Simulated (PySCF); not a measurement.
Molecule: Ge(Me)4, SMILES [CH3][Ge]([CH3])([CH3])[CH3] (C4H12Ge), singlet. Atoms near the plane z = 0.0 Å, at the GFN2-xTB optimised geometry (x, y, z in Å): C1 (-1.0, 1.2, 0.0), Ge2 (-0.3, -0.7, 0.0), C4 (1.7, -0.7, 0.0), H6 (-0.6, 1.7, -0.9), H7 (-0.6, 1.7, 0.9), H8 (-2.1, 1.2, 0.0), H12 (2.1, -0.2, -0.9), H13 (2.1, -0.2, 0.9), H14 (2.1, -1.7, 0.0).

Level of theory: B3LYP/def2-SVP in PySCF 2.14.0. Cells within 0.4 Å of a nucleus heavier than hydrogen are left out (blank, or x). The values are rescaled to run from 0 to 1.

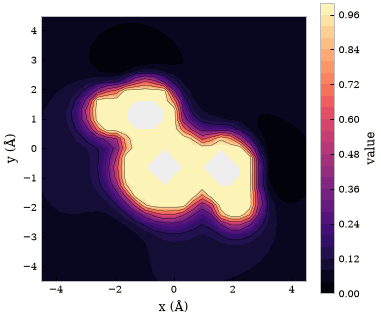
*a field on the plane z = 0.0 Å.*

### Question
Which quantity is mapped?
A) electron localisation function
B) deformation density (molecule minus spherical neutral atoms)
C) electrostatic potential
D) log10 of the electron density

### Answer
C, electrostatic potential. In full: electrostatic potential (hartree/e), clipped to [-0.08, 0.12].
